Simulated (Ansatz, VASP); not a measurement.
# Ge (Germanium) in two plane-wave programs, part 2 of 2

Aim: how closely do two programs agree when they are given the same cell, functional and k mesh?  Valence electrons are named where the data sets of a main pair hold unlike numbers.

VASP 6.6.1 and Ansatz 0.2.0.

So far. Step 2 (VASP: band structure, r2SCAN): The run ends at a pressure of 0.24 GPa.

**4. Comparison**

Known differences besides the potentials themselves: VASP keeps PBE cores, Ansatz makes them for the functional; the cutoff is 500 eV in Ansatz and 400 eV in VASP. Total energies have different zeros and are not compared.

Compared:

```
                     quantity  Ansatz   VASP  difference
gap over the path points (eV)   0.446  0.428      +0.018
```

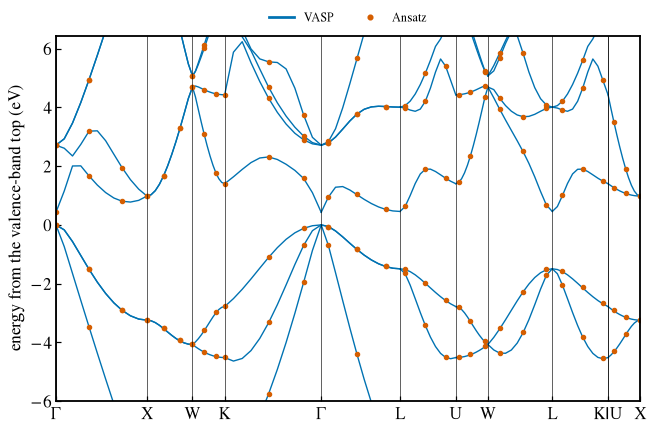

Bands from VASP (lines) and levels from Ansatz (dots). Dots without a line are higher empty bands that the VASP plot leaves out.

Levels at points of the path, from each program's valence-band top (eV; 3 filled, then empty):

```
k (reciprocal lattice)                             Ansatz                               VASP
     0.000 0.000 0.000      0.00 0.00 0.00 0.45 2.73 2.73      0.00 0.00 0.00 0.43 2.71 2.71
     0.182 0.000 0.182   -3.47 -1.50 -1.50 1.67 3.21 4.95   -3.47 -1.51 -1.51 1.67 3.19 4.95
     0.364 0.000 0.364   -6.92 -2.89 -2.89 0.81 1.94 8.34   -6.93 -2.91 -2.91 0.81 1.94 8.34
     0.500 0.000 0.500  -9.21 -3.22 -3.22 0.98 0.98 10.13  -9.22 -3.24 -3.24 0.98 0.98 10.10
     0.500 0.091 0.591   -9.18 -3.51 -3.51 1.67 1.67 8.95   -9.20 -3.53 -3.53 1.67 1.67 8.94
     0.500 0.182 0.682   -9.12 -3.94 -3.94 3.30 3.30 6.63   -9.14 -3.95 -3.95 3.30 3.30 6.63
     0.500 0.250 0.750   -9.11 -4.05 -4.05 4.70 4.70 5.06   -9.12 -4.07 -4.07 4.69 4.69 5.07
     0.455 0.295 0.750   -8.77 -4.31 -3.58 3.08 4.60 6.01   -8.79 -4.33 -3.60 3.08 4.60 6.01
     0.409 0.341 0.750   -8.62 -4.46 -2.98 1.77 4.46 7.20   -8.63 -4.48 -2.99 1.77 4.46 7.20
     0.375 0.375 0.750   -8.59 -4.50 -2.76 1.40 4.43 7.74   -8.60 -4.52 -2.78 1.40 4.43 7.72
```

Among the levels compared at these points, filled levels agree within 19 meV and empty ones within 22 meV. Not compared: the pressure (VASP's GW data sets at this cutoff don't carry it).

**5. VASP: single point, r2SCAN**

A single point gives forces, pressure and levels at one fixed geometry, so differences don't come from the geometry; what else differs is listed under the comparison. The cell compared in this pair holds 46.64 Å³, against 45.28 Å³ for the pair before.

The input, INCAR:

```
SYSTEM = Ge
PREC = Accurate
ENCUT = 400
EDIFF = 1E-08
NELM = 100
ISMEAR = 0
SIGMA = 0.01
LREAL = .FALSE.
ALGO = Normal
METAGGA = R2SCAN
LASPH = .TRUE.
NBANDS = 20
LORBIT = 11
LWAVE = .TRUE.
LCHARG = .FALSE.
KPAR = 8
```

The input, POSCAR:

```
Ge
1.0
    0.0000000000      2.8569208316      2.8569208316
    2.8569208316      0.0000000000      2.8569208316
    2.8569208316      2.8569208316      0.0000000000
Ge
2
Direct
    0.7500000000      0.7500000000      0.7500000000
    0.5000000000      0.5000000000      0.5000000000
```

The input, KPOINTS:

```
Automatic mesh
0
Gamma
6 6 6
0 0 0
```

PAW data sets: Ge_d_GW (PBE family, release 64).

The run is started by

```bash
> mpirun -np 8 vasp_std
```

Numbers of over 12 decimals in the logs are rounded to 6 here.

What it wrote:

```text
[banner, memory and clock lines left out]
running    8 mpi-ranks, on    1 nodes
[...]
[... a notice as in an earlier step ...]

 [... a notice as in an earlier step ...]

 LDA part: xc-table for (None), standard interpolation
 POSCAR, INCAR and KPOINTS ok, starting setup
[...]
entering main loop
       N       E                     dE             d eps       ncg     rms          rms(c)
DAV:   1     0.211877068682E+03    0.21188E+03   -0.14223E+04   652   0.288E+03
DAV:   2     0.811867843503E+01   -0.20376E+03   -0.20040E+03   648   0.563E+02
DAV:   3    -0.285354595150E+02   -0.36654E+02   -0.36492E+02   740   0.176E+02
DAV:   4    -0.306493013490E+02   -0.21138E+01   -0.21129E+01   732   0.575E+01
[...]
DAV:  17    -0.277087078370E+02    0.10396E-07   -0.17488E-09   416   0.766E-04    0.471E-05
DAV:  18    -0.277087078735E+02   -0.36483E-07   -0.42190E-10   416   0.231E-04    0.140E-05
DAV:  19    -0.277087078752E+02   -0.16671E-08   -0.11123E-10   408   0.217E-04
   1 F= -.27708708E+02 E0= -.27708708E+02  d E =-.772210E-17
 writing wavefunctions
```

Parts of OUTCAR (step 5):

```text
  Total       -0.5291846     -0.5291846     -0.5291846     -0.0000000      0.0000000     -0.0000000
  in kB      -18.1799709    -18.1799709    -18.1799709     -0.0000000      0.0000000     -0.0000000
  external PRESSURE =     -18.1799709 kB  Pullay stress =       0.0000000 kB

 POSITION                                       TOTAL-FORCE (eV/Angst)
 -----------------------------------------------------------------------------------
      4.28538      4.28538      4.28538        -0.000000     -0.000000     -0.000000
      2.85692      2.85692      2.85692         0.000000      0.000000      0.000000
 -----------------------------------------------------------------------------------
    total drift:                                0.000000      0.000000      0.000000

  FREE ENERGIE OF THE ION-ELECTRON SYSTEM (eV)
  ---------------------------------------------------
  free  energy   TOTEN  =       -27.7087078752 eV

  energy  without entropy=      -27.7087078752  energy(sigma->0) =      -27.70870788

[... 1 part as in an earlier step ...]

[... 2 further parts left out ...]
[key lines of the parts left out:]
E-fermi :   2.5786
```

The run ends at a pressure of -1.82 GPa.

**6. Ansatz: single point, r2SCAN**

The same cell, functional, mesh and smearing now go to Ansatz, which takes its cutoff from its data sets.

The input, input.yaml:

```yaml
crystal:
  lattice:
    - [0.0, 2.8569208316, 2.8569208316]
    - [2.8569208316, 0.0, 2.8569208316]
    - [2.8569208316, 2.8569208316, 0.0]
  atoms:
    - { symbol: Ge, position: [0.75, 0.75, 0.75] }
    - { symbol: Ge, position: [0.5, 0.5, 0.5] }
hamiltonian:
  xc: r2scan
  pseudopotentials: { kind: paw }
kpoints:
  mp_grid: { grid: [6, 6, 6] }
scf:
  occupations: { method: gaussian, width: 0.01 }
  n_extra_bands: 4
output:
  forces: true
  stress: true
  eigenvalues: true
  write_density: true
  write_potential: true
  elf: true
  volumetric_format: npy
```

The run is started by

```bash
> ansatz run input.yaml --threads 2 --pin off --max-ram 4608MiB --backend cpu --events-out ev --progress --plain --runs-dir out
```

What it wrote:

```text
[...]
Crystal: 2 atoms, lattice volume = 46.636 Å³
Basis set: ecut = 500 eV, 1243 PW (Γ), exchange–correlation on 120×120×120 points (64 copies of the dense FFT grid, shifted against one another)
Bands: 18, of which v1, the nominal top of the filled ones, is band 14 counted from 1 (13 counted from 0)
Symmetry: 48 space group operations
[...]
k-points: 16 of 216
[...]
--- Band table (eV; the first three rows and the last of 16) ---
  k-point 0: bands = [... 10 lower, -5.0725, 7.9968, 7.9968, 7.9968, 8.1564, 10.7088, 10.7088, 10.7088]
  k-point 1: bands = [... 10 lower, -4.7290, 4.7952, 7.4687, 7.4687, 9.1162, 11.4154, 11.4154, 12.3900]
  k-point 2: bands = [... 10 lower, -3.7794, 1.8081, 6.8072, 6.8072, 8.5877, 11.9941, 11.9941, 15.3922]
  k-point 15: bands = [... 10 lower, -1.0293, -1.0293, 4.2530, 4.2530, 10.9549, 10.9549, 14.8932, 14.8932]
[key lines of the parts left out:]
SCF converged after 6 iterations
Free energy (F): -8605.769791 eV
Fermi energy:    8.076965 eV
P = ⅓ Tr σ = -1.5238 GPa (-15.238 kbar)
```

Elapsed: 1.4 s, on 2 threads of AMD EPYC 7B13 (Zen 3), shared host; peak memory 0.47 GiB; 2.4 s of CPU time.

The run ends at a pressure of -1.52 GPa.

**7. Side by side**

Both answers:

```
              quantity  Ansatz   VASP  difference
gap on the k mesh (eV)   0.160  0.145      +0.014
```

Not compared: the pressure (VASP's GW data sets at this cutoff don't carry it). A gap on the mesh is an upper bound, since the band edges may lie between its points.

**8. Summary of results**

```
largest difference of a filled level at the path points (band structure, r2SCAN) : 19 meV
difference in gap on the k mesh (single point, r2SCAN)                           : 0.014 eV
```

**Reading.** The largest difference of a filled level at the path points is 19 meV (band structure, r2SCAN), within the 80 meV picked in this series as the mark of a large difference. How closely two codes agree says nothing of how well the functional describes the real material.

[Lines on the potential files, build, host, timing and source positions are cut from VASP's logs without a mark.]

[Logs are printed without paths, hosts, clocks, repeated set-up lines and the standing remarks that a program may print on its own settings, such as how far it seeks lower states.]

[Hosts, paths, dates, database ids (printed as entryN), source tags and the programs' standing remarks are cut or masked in the printed files.]
